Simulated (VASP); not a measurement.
Band structure of CuZn (CsCl type). Calculation: AM05 GGA, VASP's PBE PAW potentials (set 64) (plane waves; VASP 6.6.1).

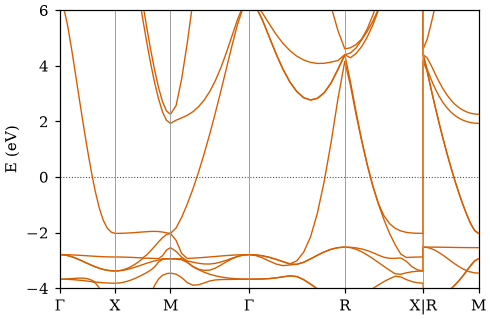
Figure: Bands along high-symmetry lines, zero at the valence-band maximum or, without a gap, the Fermi level

Read the plot: is there a gap, and where are the band edges?

It has no gap at this level: it comes out as a metal or semimetal. (Edges off the drawn lines would not show.)

The compound is CuZn in the CsCl type structure. It was relaxed first. The electron count is odd and the run is not spin-polarised, which forces a metal.
